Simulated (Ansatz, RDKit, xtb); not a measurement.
# Isomers of C5H5F3O, a sample narrowed down, part 2 of 2

A sample of isomers of C5H5F3O is drawn. Aim: find which of them has the lowest free energy at 298.15 K, then its properties. The sample is small against all isomers, and the most stable one of this formula need not be in it.

xtb, Ansatz and PySCF; isolated molecules. The steps go on from the part before.

### Step 10. c477c at MP2/def2-TZVPP

File input.yaml:

```yaml
crystal:
  periodic: [false, false, false]
  atoms:
    - {symbol: C, position_ang: [0.905072, 0.952069, -2.164180]}
    - {symbol: C, position_ang: [2.185658, 0.880011, -1.373671]}
    - {symbol: C, position_ang: [2.370394, -0.349012, -0.463570]}
    - {symbol: C, position_ang: [1.117791, -0.872843, 0.126440]}
    - {symbol: C, position_ang: [0.596678, -2.092815, -0.050616]}
    - {symbol: F, position_ang: [0.427746, -0.002356, 0.891488]}
    - {symbol: F, position_ang: [1.172471, -3.024343, -0.788433]}
    - {symbol: F, position_ang: [-0.530559, -2.508030, 0.479918]}
    - {symbol: O, position_ang: [3.054847, 1.717005, -1.441352]}
    - {symbol: H, position_ang: [0.059085, 1.089904, -1.470212]}
    - {symbol: H, position_ang: [0.720120, 0.006190, -2.699227]}
    - {symbol: H, position_ang: [0.948136, 1.792117, -2.868620]}
    - {symbol: H, position_ang: [3.095417, -0.062291, 0.317077]}
    - {symbol: H, position_ang: [2.843628, -1.138476, -1.072196]}
basis:
  gaussian:
    orbitals: def2-TZVPP
correlation:
  method: mp2
  frozen_orbitals: {F: 1, O: 1, C: 1, H: 0}
```

Started as:

```
$ ansatz run input.yaml --threads 2 --pin off --max-ram 5220MiB --events-out events.jsonl --progress --plain --runs-dir runs
```

The log of the run:

```text
Warning: RAYON_NUM_THREADS=2 ignored (pool sized by the plan → 2); use --threads N
Functional definition: HF
  name "HF"
  exchange = exact_x
  correlation = 0
2204 factors; integrals over basis functions are off by at most 8.7e-4 eV
mean field evaluation 1: about -15384.7401 eV, gradient 5.3e1 eV
mean field evaluation 2: about -15385.1641 eV, gradient 5.3e1 eV
mean field evaluation 4: about -15391.1492 eV, gradient 6.6e0 eV
mean field evaluation 8: about -15391.2972 eV, gradient 7.5e-1 eV
mean field evaluation 16: about -15391.3004 eV, gradient 5.4e-6 eV
mean field -15391.30040958 eV, -565.6198574541 hartree, gradient 5.4e-6 eV, S^2 0.000000; 0 other end points of the search recorded, 0 dependent functions left out
9 core orbitals not correlated: weight in the atoms' cores, before any rotation towards them, 1.000 or more for the frozen orbitals, at most 0.000 for the correlated occupied ones
reference -15391.30040958 eV, -565.6198574541 hartree; 26, 26 occupied and 314, 314 virtual orbitals, 2204 factors
second order -48.17167214 eV of doubles, -0.00000000 eV of singles
Total energy: -15439.47208173 eV, -567.3901337534 hartree
```

Run time: 60 s. Hardware: 2 threads of Intel Xeon at 2.50GHz (Skylake/Cascade Lake), shared host; peak memory 1.3 GiB.

### Step 11. c008c at CCSD(T)/def2-SVP

File input.yaml:

```yaml
basis:
  gaussian: {orbitals: def2-SVP}
crystal:
  periodic: [false, false, false]
  atoms:
    - {symbol: C, position_ang: [1.185230, -0.891080, -0.628702]}
    - {symbol: C, position_ang: [0.677848, 0.486038, -0.360972]}
    - {symbol: C, position_ang: [0.505626, 1.412824, -1.342862]}
    - {symbol: C, position_ang: [0.079561, 2.789995, -1.229751]}
    - {symbol: C, position_ang: [-0.788538, 3.356320, -0.372022]}
    - {symbol: F, position_ang: [0.601824, 3.622962, -2.154826]}
    - {symbol: F, position_ang: [-1.442290, 2.657566, 0.562812]}
    - {symbol: F, position_ang: [-1.087168, 4.634245, -0.319488]}
    - {symbol: O, position_ang: [0.437261, 0.670089, 0.950929]}
    - {symbol: H, position_ang: [1.430063, -1.035189, -1.687881]}
    - {symbol: H, position_ang: [2.083698, -1.079358, -0.018398]}
    - {symbol: H, position_ang: [0.433035, -1.637489, -0.324511]}
    - {symbol: H, position_ang: [-0.022329, 1.508787, 1.101703]}
    - {symbol: H, position_ang: [0.781611, 1.121140, -2.359915]}
magnetization: {spin_polarized: false, initial_magnetization: 0}
correlation: {method: ccsd_t, frozen_orbitals: {F: 1, O: 1, C: 1, H: 0}}
```

Started as:

```
$ ansatz run input.yaml --threads 2 --pin off --max-ram 5220MiB --events-out events.jsonl --progress --plain --runs-dir runs
```

The log of the run (excerpt; [...] marks lines left out):

```text
Warning: RAYON_NUM_THREADS=2 ignored (pool sized by the plan → 2); use --threads N
Functional definition: HF
  name "HF"
[...]
1511 factors; integrals over basis functions are off by at most 1.3e-3 eV
[...]
mean field -15372.23331431 eV, -564.9191546269 hartree, gradient 3.1e-6 eV, S^2 0.000000; 0 other end points of the search recorded, 0 dependent functions left out; unrestricted orbitals would lower it
9 core orbitals not correlated: weight in the atoms' cores, before any rotation towards them, 1.000 or more for the frozen orbitals, at most 0.000 for the correlated occupied ones
reference -15372.23331431 eV, -564.9191546269 hartree; 26, 26 occupied and 116, 116 virtual orbitals, 1511 factors
second order -37.87344795 eV of doubles, -0.00000000 eV of singles
cycle   1  -38.05079507 eV  change   -1.8e-1 eV  update   1.4e-1
[...]
cycle  11  -39.15845853 eV  change    2.6e-5 eV  update   1.0e-5
perturbative correction -1.14873910 eV, -0.0422153831 hartree
Total energy: -15412.54051194 eV, -566.4004168186 hartree
```

It took 3.8 min on 2 threads of Intel Xeon at 2.50GHz (Skylake/Cascade Lake), shared host; peak memory 1.6 GiB.

For c008c, c747a the log finds that unrestricted Hartree-Fock orbitals lie lower, a sign to watch the closed-shell reference there.

### Step 12. Free energies and the winner

Energies in kcal/mol from c477c; G adds the thermal terms to the CCSD(T)/def2-SVP + MP2/def2-TZVPP - MP2/def2-SVP energy. The columns left of the relaxed level are at the tight-binding geometries.

```
label               SMILES     spin  GFN2-xTB  HF/STO-3G  r2SCAN-D4/def2-SVP  r2SCAN-D4/def2-SVP, relaxed  HF/def2-SVP  MP2/def2-SVP  CCSD(T)/def2-SVP + MP2/def2-TZVPP - MP2/def2-SVP     G  share at equilibrium     T1
c477c    CC(=O)CC(F)=C(F)F  singlet       0.0        0.0                 0.0                          0.0          0.0           0.0                                               0.0   0.0               100.0 %  0.013
c008c  C/C(O)=C/C(F)=C(F)F  singlet       1.8       13.2                 6.6                          6.0         10.9           9.8                                               7.4   7.6               < 0.1 %  0.013
c747a  C/C(O)=C\C(F)=C(F)F  singlet       2.1       14.7                 7.3                          7.6         13.1          12.2                                               9.1   9.0               < 0.1 %  0.013
c800a    C=C(O)CC(F)=C(F)F  singlet       8.5       18.7                13.2                         13.0         13.2          14.0                                              10.8  11.1               < 0.1 %  0.012
```

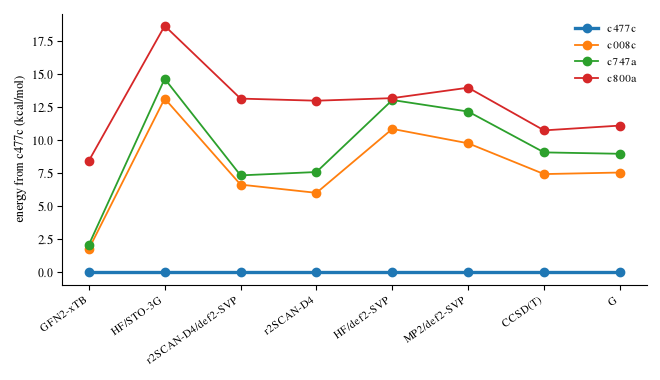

The finalists at each level, measured from c477c.

Lowest found: c477c, `CC(=O)CC(F)=C(F)F`, a singlet. Bond lengths: C1–C2 1.507 Å, C2–C3 1.540 Å, C3–C4 1.480 Å, C4–C5 1.338 Å, C4–F6 1.349 Å, C5–F7 1.320 Å, C5–F8 1.313 Å, C2–O9 1.209 Å, C1–H10 1.103 Å, C1–H11 1.102 Å, C1–H12 1.097 Å, C3–H13 1.103 Å, C3–H14 1.103 Å. Some angles: C1–C2–C3 116.7°, C1–C2–O9 123.3°, C3–C2–O9 120.0°, C2–C3–C4 114.6°, C3–C4–C5 126.8°, C3–C4–F6 115.5°, C5–C4–F6 117.7°, C4–C5–F7 123.2°, C4–C5–F8 124.7°, F7–C5–F8 112.1°.

```xyz
14

C     0.9051    0.9521   -2.1642
C     2.1857    0.8800   -1.3737
C     2.3704   -0.3490   -0.4636
C     1.1178   -0.8728    0.1264
C     0.5967   -2.0928   -0.0506
F     0.4277   -0.0024    0.8915
F     1.1725   -3.0243   -0.7884
F    -0.5306   -2.5080    0.4799
O     3.0548    1.7170   -1.4414
H     0.0591    1.0899   -1.4702
H     0.7201    0.0062   -2.6992
H     0.9481    1.7921   -2.8686
H     3.0954   -0.0623    0.3171
H     2.8436   -1.1385   -1.0722
```

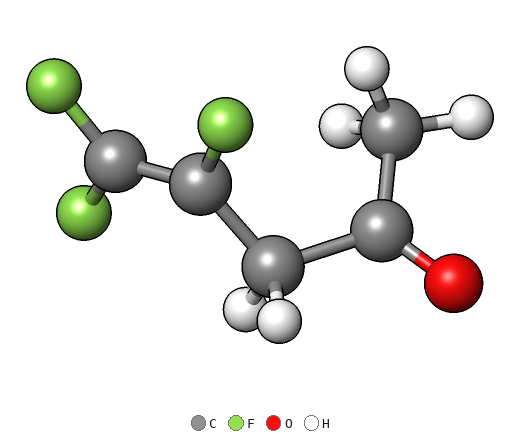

The lowest structure found, seen from a chosen angle (carbon grey, fluorine green, oxygen red, hydrogen white).

### Step 13. Results

What follows sums up all 2 parts.

| quantity | value |
| --- | --- |
| lowest structure found | CC(=O)CC(F)=C(F)F, singlet |
| next finalist | C/C(O)=C/C(F)=C(F)F, singlet, 7.6 kcal/mol higher in G |
| share at equilibrium, among the finalists | 100.0 % |
| funnel | 13 starts, 13 minima at GFN2-xTB from these starts (15 with those found later), 10 screening runs, 4 relaxed, 4 ranked |
| CPU time of all runs | 53 min |

What this shows: `CC(=O)CC(F)=C(F)F` comes out lowest. Among the finalists first place is clear (7.6 kcal/mol); structures outside the list aren't covered. With 5 minima in the window unscreened, the next finalist need not be the second lowest, and margin and share hold for the finalists alone. GFN2-xTB, HF/STO-3G, r2SCAN-D4/def2-SVP, r2SCAN-D4/def2-SVP, relaxed, HF/def2-SVP and MP2/def2-SVP already put its bonding pattern lowest among the structures in one piece. The largest share of the time went into the final energies (64 % of the CPU time that the search's summary counts). 5 minima inside the window were never screened. Lowest found is not proven lowest: the search is finite, and each finalist counts with one conformer. Only 4 drawn patterns were tried, so whole families of isomers are missing, and the result ranks only the part of this sample that was screened.
